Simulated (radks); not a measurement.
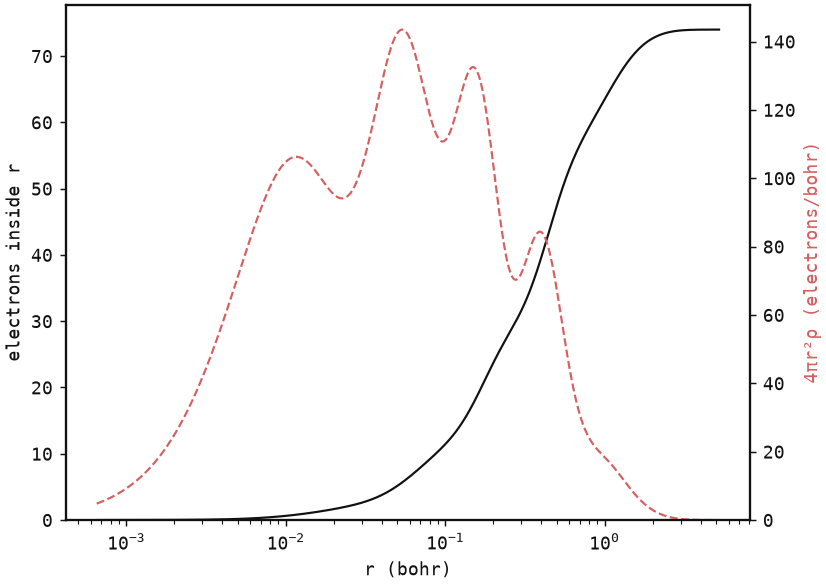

Ir³⁺ (Z = 77, 74 electrons) in the configuration [Xe] 4f14 5d6 (high spin). The calculation used the in-house radial solver radks at this level: scalar-relativistic Kohn-Sham, SCAN, spin-polarised, spherical densities, finite nucleus.

The plot shows the number of electrons inside radius r (solid) and the radial density 4πr²ρ (dashed).

Question: Describe it and give its main numbers.

Answer: The count levels off at 74 electrons. Half of them lie within 0.369 bohr, 90 % within 1.19 bohr and 99 % within 2.26 bohr. The radial density has minima at 0.0226, 0.0963 and 0.277 bohr, where the count stands at 1.9, 11.0 and 29.9; these part the shells that the density resolves.
